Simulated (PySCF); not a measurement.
# C3H4F2O: fields and orbitals, part 2 of 2

For C3H4F2O, the scripts below pull one bond apart with RHF, UHF and CASSCF and measure its response to a uniform field.

PySCF 2.14.0; Gaussian basis, gas phase. The steps go on from the part before.

**4. Response to an electric field (B3LYP/6-311+g**)**

Contents of input.py:

```python
import numpy as np
from pyscf import gto, scf, dft
from pyscf.scf import atom_ks, atom_hf
from scipy.linalg import block_diag

def solve(mol, dm0=None, hcore=None):
    mf = (dft.UKS if mol.spin else dft.RKS)(mol, xc='b3lyp')
    mf.grids.level = 3
    mf = mf.density_fit(auxbasis='def2-universal-jkfit')
    mf.conv_tol, mf.max_cycle = 1e-8, 80
    if hcore is not None:
        mf.get_hcore = lambda *args: hcore
    mf.kernel(dm0)
    if not mf.converged:
        mf = mf.newton().run(mf.mo_coeff, mf.mo_occ, max_cycle=30)
    assert mf.converged, 'SCF not converged'
    return mf

mol = gto.M(atom='''
F     -1.23665    -1.07747     0.01564
C     -0.41914    -0.00010     0.00003
F     -1.23678     1.07752    -0.01538
C      0.69794     0.01528     1.04003
O      1.67914    -0.00003    -0.00016
C      0.69771    -0.01500    -1.04019
H      0.74242    -0.87477     1.67119
H      0.74335     0.92187     1.64533
H      0.74195     0.87505    -1.67137
H      0.74101    -0.92345    -1.64547
''', basis='6-311+g**', charge=0, spin=0, verbose=4)
field = np.array([-0.0, -0.0, -0.008])  # atomic units
mol.set_common_orig(mol.atom_charges() @ mol.atom_coords() / mol.atom_charges().sum())
mf = solve(mol)
out = dict(dm0=mf.make_rdm1(), d0=mf.dip_moment(unit='AU'), e0=mf.e_tot)
for name, sign in (('p', 1), ('m', -1)):
    h = mf.get_hcore() + sign * np.einsum('x,xij->ij', field, mol.intor('int1e_r'))
    mi = solve(mol, mf.make_rdm1(), h)
    out.update({'dm' + name: mi.make_rdm1(), 'd' + name: mi.dip_moment(unit='AU'), 'e' + name: mi.e_tot})
# spherically averaged free atoms, for the promolecule
atm = atom_ks.get_atm_nrks(mol, xc='b3lyp')
pro = block_diag(*[(atm[a[0]][2] * atm[a[0]][3]) @ atm[a[0]][2].T for a in mol._atom])
np.savez('result.npz', pro=pro, **out)
```

Launch:

```
$ OMP_NUM_THREADS=1 python input.py
```

Standard output:

```text
[ENV] PYSCF_TMPDIR <dir>
[ENV] PYSCF_MAX_MEMORY 1375
[INPUT] verbose = 4
[INPUT] num. atoms = 10
[INPUT] num. electrons = 48
[INPUT] charge = 0
[INPUT] spin (= nelec alpha-beta = 2S) = 0
[INPUT] symmetry False subgroup None
[INPUT] Mole.unit = angstrom
[INPUT] Symbol           X                Y                Z      unit          X                Y                Z       unit  Magmom
[INPUT]  1 F     -1.236650000000  -1.077470000000   0.015640000000 AA   -2.336929811943  -2.036123207435   0.029555316588 Bohr   0.0
[INPUT]  2 C     -0.419140000000  -0.000100000000   0.000030000000 AA   -0.792059807850  -0.000188972612   0.000056691784 Bohr   0.0
[INPUT]  3 F     -1.236780000000   1.077520000000  -0.015380000000 AA   -2.337175476340   2.036217693741  -0.029063987796 Bohr   0.0
[INPUT]  4 C      0.697940000000   0.015280000000   1.040030000000 AA    1.318915451379   0.028875015183   1.965371861331 Bohr   0.0
[INPUT]  5 O      1.679140000000  -0.000030000000  -0.000160000000 AA    3.173114724802  -0.000056691784  -0.000302356180 Bohr   0.0
[INPUT]  6 C      0.697710000000  -0.015000000000  -1.040190000000 AA    1.318480814370  -0.028345891868  -1.965674217511 Bohr   0.0
[INPUT]  7 H      0.742420000000  -0.874770000000   1.671190000000 AA    1.402970469400  -1.653075721986   3.158091402112 Bohr   0.0
[INPUT]  8 H      0.743350000000   0.921870000000   1.645330000000 AA    1.404727914695   1.742081822453   3.109223084531 Bohr   0.0
[INPUT]  9 H      0.741950000000   0.875050000000  -1.671370000000 AA    1.402082298121   1.653604845301  -3.158431552814 Bohr   0.0
[INPUT] 10 H      0.741010000000  -0.923450000000  -1.645470000000 AA    1.400305955564  -1.745067589730  -3.109487646188 Bohr   0.0

nuclear repulsion = 259.396301460858
number of shells = 76
number of NR pGTOs = 242
number of NR cGTOs = 156
basis = 6-311+g**
ecp = {}

******** <class 'pyscf.df.df_jk.DFRKS'> ********
method = DFRKS
initial guess = minao
damping factor = 0
level_shift factor = 0
DIIS = <class 'pyscf.scf.diis.CDIIS'>
diis_start_cycle = 1
diis_space = 8
diis_damp = 0
SCF conv_tol = 1e-08
SCF conv_tol_grad = None
SCF max_cycles = 80
direct_scf = False
XC library pyscf.dft.libxc version 7.0.0
    S. Lehtola, C. Steigemann, M. J.T. Oliveira, and M. A.L. Marques.,  SoftwareX 7, 1–5 (2018)
XC functionals = b3lyp
    P. J. Stephens, F. J. Devlin, C. F. Chabalowski, and M. J. Frisch.,  J. Phys. Chem. 98, 11623 (1994)
radial grids:
    Treutler-Ahlrichs [JCP 102, 346 (1995); DOI:10.1063/1.469408] (M4) radial grids

becke partition: Becke, JCP 88, 2547 (1988); DOI:10.1063/1.454033
pruning grids: <function nwchem_prune at 0x77f22e993600>
grids dens level: 3
symmetrized grids: False
atomic radii adjust function: <function treutler_atomic_radii_adjust at 0x77f22e993ba0>
small_rho_cutoff = 0
Set gradient conv threshold to 0.0001
Initial guess from minao.
tot grids = 124192
******** <class 'pyscf.df.df.DF'> ********
auxbasis = def2-universal-jkfit
init E= -392.539268147812
  HOMO = -0.331803343237624  LUMO = -0.0295124342419442  gap/eV = 8.22575
cycle= 1 E= -391.571565680765  delta_E= 0.968  |g|= 0.925  |ddm|= 2.76
  HOMO = -0.172048935710201  LUMO = 0.00366656036599157  gap/eV = 4.78146
cycle= 2 E= -391.306955819221  delta_E= 0.265  |g|= 1.57  |ddm|= 1.93
  HOMO = -0.295642952030576  LUMO = 0.00177314139761311  gap/eV = 8.09310
cycle= 3 E= -391.708033936031  delta_E= -0.401  |g|= 0.105  |ddm|= 1.24
  HOMO = -0.285590127265046  LUMO = 0.00165487136798025  gap/eV = 7.81633
cycle= 4 E= -391.709232732608  delta_E= -0.0012  |g|= 0.0697  |ddm|= 0.113
  HOMO = -0.290914757956628  LUMO = 0.00139872009627229  gap/eV = 7.95425
cycle= 5 E= -391.710018774915  delta_E= -0.000786  |g|= 0.012  |ddm|= 0.0486
  HOMO = -0.289243900458345  LUMO = 0.00199792345522065  gap/eV = 7.92509
cycle= 6 E= -391.710038551912  delta_E= -1.98e-05  |g|= 0.00464  |ddm|= 0.0115
  HOMO = -0.289825940199716  LUMO = 0.00185152788180167  gap/eV = 7.93695
cycle= 7 E= -391.710043148308  delta_E= -4.6e-06  |g|= 0.000261  |ddm|= 0.00392
  HOMO = -0.289856073687687  LUMO = 0.00183021268444247  gap/eV = 7.93719
cycle= 8 E= -391.710043158369  delta_E= -1.01e-08  |g|= 0.000164  |ddm|= 0.000454
  HOMO = -0.289845914200452  LUMO = 0.00183893994213272  gap/eV = 7.93715
cycle= 9 E= -391.710043163773  delta_E= -5.4e-09  |g|= 1.94e-05  |ddm|= 0.000153
  HOMO = -0.289846542607101  LUMO = 0.00183819693466404  gap/eV = 7.93715
Extra cycle  E= -391.71004316377  delta_E= 3.18e-12  |g|= 2.05e-05  |ddm|= 3.35e-05
converged SCF energy = -391.71004316377
Dipole moment(X, Y, Z, A.U.):  0.19881, -0.00011,  0.00037

******** <class 'pyscf.df.df_jk.DFRKS'> ********
method = DFRKS
initial guess = minao
damping factor = 0
level_shift factor = 0
DIIS = <class 'pyscf.scf.diis.CDIIS'>
diis_start_cycle = 1
diis_space = 8
diis_damp = 0
SCF conv_tol = 1e-08
SCF conv_tol_grad = None
SCF max_cycles = 80
direct_scf = False
XC library pyscf.dft.libxc version 7.0.0
    S. Lehtola, C. Steigemann, M. J.T. Oliveira, and M. A.L. Marques.,  SoftwareX 7, 1–5 (2018)
XC functionals = b3lyp
    P. J. Stephens, F. J. Devlin, C. F. Chabalowski, and M. J. Frisch.,  J. Phys. Chem. 98, 11623 (1994)
radial grids:
    Treutler-Ahlrichs [JCP 102, 346 (1995); DOI:10.1063/1.469408] (M4) radial grids

becke partition: Becke, JCP 88, 2547 (1988); DOI:10.1063/1.454033
pruning grids: <function nwchem_prune at 0x77f22e993600>
grids dens level: 3
symmetrized grids: False
atomic radii adjust function: <function treutler_atomic_radii_adjust at 0x77f22e993ba0>
small_rho_cutoff = 0
Overwritten attributes  get_hcore  of <class 'pyscf.df.df_jk.DFRKS'>
Set gradient conv threshold to 0.0001
tot grids = 124192
******** <class 'pyscf.df.df.DF'> ********
auxbasis = def2-universal-jkfit
init E= -391.710040195236
  HOMO = -0.289129819101436  LUMO = -0.0254953508338156  gap/eV = 7.17386
cycle= 1 E= -391.711160080312  delta_E= -0.00112  |g|= 0.0265  |ddm|= 0.266
  HOMO = -0.290387980232584  LUMO = -0.0197161802198613  gap/eV = 7.36535
cycle= 2 E= -391.711193736393  delta_E= -3.37e-05  |g|= 0.0265  |ddm|= 0.084
  HOMO = -0.289738728163663  LUMO = -0.0212428094295441  gap/eV = 7.30615
cycle= 3 E= -391.711359776183  delta_E= -0.000166  |g|= 0.00438  |ddm|= 0.0295
  HOMO = -0.289938090932505  LUMO = -0.0214982105045136  gap/eV = 7.30462
cycle= 4 E= -391.7113637913  delta_E= -4.02e-06  |g|= 0.000851  |ddm|= 0.00414
  HOMO = -0.289825904912  LUMO = -0.0215164598282299  gap/eV = 7.30107
cycle= 5 E= -391.711363895954  delta_E= -1.05e-07  |g|= 0.00033  |ddm|= 0.000802
  HOMO = -0.289861895126446  LUMO = -0.0215264141588447  gap/eV = 7.30178
cycle= 6 E= -391.711363914588  delta_E= -1.86e-08  |g|= 2.66e-05  |ddm|= 0.000246
  HOMO = -0.289857402506577  LUMO = -0.0215254231030845  gap/eV = 7.30169
cycle= 7 E= -391.7113639147  delta_E= -1.13e-10  |g|= 1.57e-05  |ddm|= 3.73e-05
  HOMO = -0.289861193386692  LUMO = -0.0215255880057297  gap/eV = 7.30178
Extra cycle  E= -391.711363914648  delta_E= 5.24e-11  |g|= 2.41e-05  |ddm|= 2.97e-05
converged SCF energy = -391.711363914648
Dipole moment(X, Y, Z, A.U.):  0.19843, -0.00066, -0.33090

******** <class 'pyscf.df.df_jk.DFRKS'> ********
method = DFRKS
initial guess = minao
damping factor = 0
level_shift factor = 0
DIIS = <class 'pyscf.scf.diis.CDIIS'>
diis_start_cycle = 1
diis_space = 8
diis_damp = 0
SCF conv_tol = 1e-08
SCF conv_tol_grad = None
SCF max_cycles = 80
direct_scf = False
XC library pyscf.dft.libxc version 7.0.0
    S. Lehtola, C. Steigemann, M. J.T. Oliveira, and M. A.L. Marques.,  SoftwareX 7, 1–5 (2018)
XC functionals = b3lyp
...
cycle= 4 E= -391.711369743712  delta_E= -4.02e-06  |g|= 0.000862  |ddm|= 0.00414
  HOMO = -0.289838689011663  LUMO = -0.0215078320145904  gap/eV = 7.30165
cycle= 5 E= -391.711369852061  delta_E= -1.08e-07  |g|= 0.000327  |ddm|= 0.000808
  HOMO = -0.28987459410531  LUMO = -0.0215178869720459  gap/eV = 7.30236
cycle= 6 E= -391.711369870442  delta_E= -1.84e-08  |g|= 2.71e-05  |ddm|= 0.000245
  HOMO = -0.289869978020526  LUMO = -0.0215168818200444  gap/eV = 7.30226
cycle= 7 E= -391.71136987056  delta_E= -1.18e-10  |g|= 1.56e-05  |ddm|= 3.77e-05
  HOMO = -0.289873795521814  LUMO = -0.0215170468786482  gap/eV = 7.30236
Extra cycle  E= -391.711369870511  delta_E= 4.91e-11  |g|= 2.38e-05  |ddm|= 2.97e-05
converged SCF energy = -391.711369870511
Dipole moment(X, Y, Z, A.U.):  0.19851,  0.00046,  0.33165
Spherically averaged atomic KS for {'C', 'O', 'F', 'H'}

******** <class 'pyscf.scf.atom_ks.AtomSphAverageRKS'> ********
method = AtomSphAverageRKS
initial guess = vsap
damping factor = 0
level_shift factor = 0
diis_start_cycle = 1
diis_space = 12
SCF conv_tol = 1e-09
SCF conv_tol_grad = None
SCF max_cycles = 50
direct_scf = True
direct_scf_tol = 1e-13
XC library pyscf.dft.libxc version 7.0.0
    S. Lehtola, C. Steigemann, M. J.T. Oliveira, and M. A.L. Marques.,  SoftwareX 7, 1–5 (2018)
XC functionals = b3lyp
    P. J. Stephens, F. J. Devlin, C. F. Chabalowski, and M. J. Frisch.,  J. Phys. Chem. 98, 11623 (1994)
radial grids:
    Treutler-Ahlrichs [JCP 102, 346 (1995); DOI:10.1063/1.469408] (M4) radial grids

becke partition: Becke, JCP 88, 2547 (1988); DOI:10.1063/1.454033
pruning grids: <function nwchem_prune at 0x77f22e993600>
grids dens level: 3
symmetrized grids: False
atomic radii adjust function: <function treutler_atomic_radii_adjust at 0x77f22e993ba0>
User specified grid scheme (100, 434)
small_rho_cutoff = 0
Set gradient conv threshold to 3.16228e-05
tot grids = 25232
init E= 159.726394792339
cycle= 1 E= 159.724358583809  delta_E= -0.00204  |g|=    0  |ddm|= 0.122
cycle= 2 E= 159.725073327155  delta_E= 0.000715  |g|=    0  |ddm|= 0.0998
cycle= 3 E= 159.721877455261  delta_E= -0.0032  |g|=    0  |ddm|= 0.0502
cycle= 4 E= 159.721879934552  delta_E= 2.48e-06  |g|=    0  |ddm|= 0.00632
cycle= 5 E= 159.721867484974  delta_E= -1.24e-05  |g|=    0  |ddm|= 0.00315
cycle= 6 E= 159.721867493596  delta_E= 8.62e-09  |g|=    0  |ddm|= 0.000369
cycle= 7 E= 159.721867450742  delta_E= -4.29e-08  |g|=    0  |ddm|= 0.000207
cycle= 8 E= 159.721867450806  delta_E= 6.4e-11  |g|=    0  |ddm|= 2.58e-05
Extra cycle  E= 159.721867450862  delta_E= 5.53e-11  |g|=    0  |ddm|= 2.96e-05
Atomic HF for atom  F  converged. SCF energy = 159.721867450862

******** <class 'pyscf.scf.atom_ks.AtomSphAverageRKS'> ********
method = AtomSphAverageRKS
initial guess = vsap
damping factor = 0
level_shift factor = 0
diis_start_cycle = 1
diis_space = 12
SCF conv_tol = 1e-09
SCF conv_tol_grad = None
SCF max_cycles = 50
direct_scf = True
direct_scf_tol = 1e-13
XC library pyscf.dft.libxc version 7.0.0
    S. Lehtola, C. Steigemann, M. J.T. Oliveira, and M. A.L. Marques.,  SoftwareX 7, 1–5 (2018)
XC functionals = b3lyp
    P. J. Stephens, F. J. Devlin, C. F. Chabalowski, and M. J. Frisch.,  J. Phys. Chem. 98, 11623 (1994)
radial grids:
    Treutler-Ahlrichs [JCP 102, 346 (1995); DOI:10.1063/1.469408] (M4) radial grids

becke partition: Becke, JCP 88, 2547 (1988); DOI:10.1063/1.454033
pruning grids: <function nwchem_prune at 0x77f22e993600>
grids dens level: 3
symmetrized grids: False
atomic radii adjust function: <function treutler_atomic_radii_adjust at 0x77f22e993ba0>
User specified grid scheme (100, 434)
small_rho_cutoff = 0
Set gradient conv threshold to 3.16228e-05
tot grids = 24752
init E= 221.723289226168
cycle= 1 E= 221.683030954638  delta_E= -0.0403  |g|=    0  |ddm|= 0.668
cycle= 2 E= 221.672104747877  delta_E= -0.0109  |g|=    0  |ddm|= 0.53
cycle= 3 E= 221.646803481971  delta_E= -0.0253  |g|=    0  |ddm|= 0.256
cycle= 4 E= 221.646665255322  delta_E= -0.000138  |g|=    0  |ddm|= 0.0509
cycle= 5 E= 221.64644688237  delta_E= -0.000218  |g|=    0  |ddm|= 0.0254
cycle= 6 E= 221.646445191536  delta_E= -1.69e-06  |g|=    0  |ddm|= 0.00559
cycle= 7 E= 221.64644257176  delta_E= -2.62e-06  |g|=    0  |ddm|= 0.00279
cycle= 8 E= 221.646442551662  delta_E= -2.01e-08  |g|=    0  |ddm|= 0.000609
cycle= 9 E= 221.64644252062  delta_E= -3.1e-08  |g|=    0  |ddm|= 0.000304
cycle= 10 E= 221.646442520381  delta_E= -2.39e-10  |g|=    0  |ddm|= 6.63e-05
Extra cycle  E= 221.646442520235  delta_E= -1.46e-10  |g|=    0  |ddm|= 5.19e-05
Atomic HF for atom  C  converged. SCF energy = 221.646442520235

******** <class 'pyscf.scf.atom_ks.AtomSphAverageRKS'> ********
method = AtomSphAverageRKS
initial guess = vsap
damping factor = 0
level_shift factor = 0
diis_start_cycle = 1
diis_space = 12
SCF conv_tol = 1e-09
SCF conv_tol_grad = None
SCF max_cycles = 50
direct_scf = True
direct_scf_tol = 1e-13
XC library pyscf.dft.libxc version 7.0.0
    S. Lehtola, C. Steigemann, M. J.T. Oliveira, and M. A.L. Marques.,  SoftwareX 7, 1–5 (2018)
XC functionals = b3lyp
    P. J. Stephens, F. J. Devlin, C. F. Chabalowski, and M. J. Frisch.,  J. Phys. Chem. 98, 11623 (1994)
radial grids:
    Treutler-Ahlrichs [JCP 102, 346 (1995); DOI:10.1063/1.469408] (M4) radial grids

becke partition: Becke, JCP 88, 2547 (1988); DOI:10.1063/1.454033
pruning grids: <function nwchem_prune at 0x77f22e993600>
grids dens level: 3
symmetrized grids: False
atomic radii adjust function: <function treutler_atomic_radii_adjust at 0x77f22e993ba0>
User specified grid scheme (100, 434)
small_rho_cutoff = 0
Set gradient conv threshold to 3.16228e-05
tot grids = 24752
init E= 184.462540669169
cycle= 1 E= 184.460337249376  delta_E= -0.0022  |g|=    0  |ddm|= 0.109
cycle= 2 E= 184.460434458771  delta_E= 9.72e-05  |g|=    0  |ddm|= 0.0701
cycle= 3 E= 184.459227572949  delta_E= -0.00121  |g|=    0  |ddm|= 0.0358
cycle= 4 E= 184.459227592325  delta_E= 1.94e-08  |g|=    0  |ddm|= 0.00133
cycle= 5 E= 184.45922720565  delta_E= -3.87e-07  |g|=    0  |ddm|= 0.000645
cycle= 6 E= 184.459227205647  delta_E= -2.87e-12  |g|=    0  |ddm|= 1.11e-05
Extra cycle  E= 184.45922720565  delta_E= 2.47e-12  |g|=    0  |ddm|= 1.29e-05
Atomic HF for atom  O  converged. SCF energy = 184.45922720565

******** <class 'pyscf.scf.atom_ks.AtomSphAverageRKS'> ********
method = AtomSphAverageRKS
initial guess = vsap
damping factor = 0
level_shift factor = 0
diis_start_cycle = 1
diis_space = 12
SCF conv_tol = 1e-09
SCF conv_tol_grad = None
SCF max_cycles = 50
direct_scf = True
direct_scf_tol = 1e-13
XC library pyscf.dft.libxc version 7.0.0
    S. Lehtola, C. Steigemann, M. J.T. Oliveira, and M. A.L. Marques.,  SoftwareX 7, 1–5 (2018)
XC functionals = b3lyp
    P. J. Stephens, F. J. Devlin, C. F. Chabalowski, and M. J. Frisch.,  J. Phys. Chem. 98, 11623 (1994)
radial grids:
    Treutler-Ahlrichs [JCP 102, 346 (1995); DOI:10.1063/1.469408] (M4) radial grids

becke partition: Becke, JCP 88, 2547 (1988); DOI:10.1063/1.454033
pruning grids: <function nwchem_prune at 0x77f22e993600>
grids dens level: 3
symmetrized grids: False
atomic radii adjust function: <function treutler_atomic_radii_adjust at 0x77f22e993ba0>
User specified grid scheme (100, 434)
small_rho_cutoff = 0
Set gradient conv threshold to 3.16228e-05
tot grids = 26240
init E= 258.960770332817
cycle= 1 E= 258.949042419013  delta_E= -0.0117  |g|=    0  |ddm|= 0.296
cycle= 2 E= 258.948838642051  delta_E= -0.000204  |g|=    0  |ddm|= 0.0349
cycle= 3 E= 258.948834577645  delta_E= -4.06e-06  |g|=    0  |ddm|= 0.00502
cycle= 4 E= 258.948834497714  delta_E= -7.99e-08  |g|=    0  |ddm|= 0.000701
cycle= 5 E= 258.948834496138  delta_E= -1.58e-09  |g|=    0  |ddm|= 9.85e-05
cycle= 6 E= 258.948834496112  delta_E= -2.59e-11  |g|=    0  |ddm|= 6.96e-06
Extra cycle  E= 258.948834496107  delta_E= -5.63e-12  |g|=    0  |ddm|= 5.88e-06
Atomic HF for atom  H  converged. SCF energy = 258.948834496107
```

Wall time 30 s (1 thread of Intel Xeon Platinum 8488C (Sapphire Rapids), shared host); peak memory 0.7 GiB.

The free atoms at the end serve only for the promolecule density; their printed energies are not used.

**5. Analysis of result.npz**

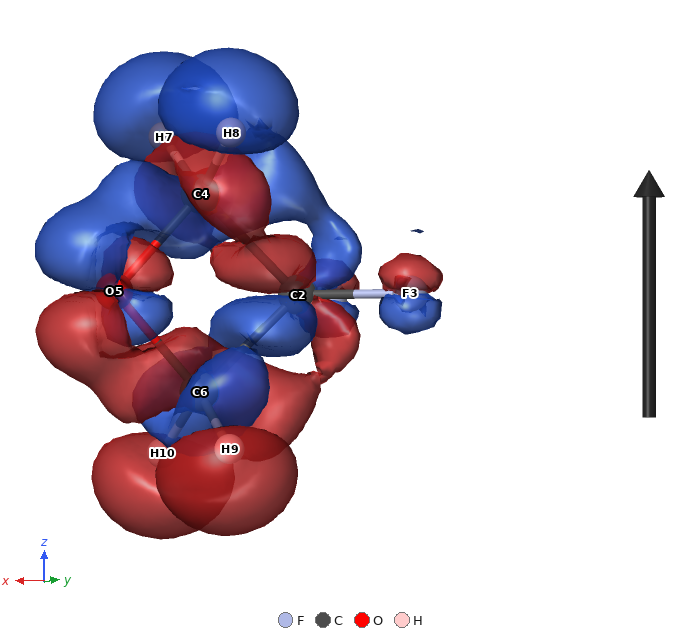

Change of the electron density in a uniform field of 0.41 V/Å along +z (arrow), surfaces at ±0.003 e/Å³ (red: gain, blue: loss).

How large is the response?

The induced dipole is 0.84 D (along the field); α along this axis, from the fields in both directions, is 41 bohr³ (6.1 Å³).

**6. Outcome**

What follows sums up all 2 parts.

| quantity | value |
| --- | --- |
| cost of the stretch to 3.0 Å, CASSCF and RHF (def2-svp) | 4.2 and 7.4 eV |
| polarisability along the field (B3LYP/6-311+g**) | 41.4 bohr³ |

RHF rises too steeply at long distance, since it keeps both electrons in one orbital and so mixes in ionic fragments. The geometry was not optimised at these levels.
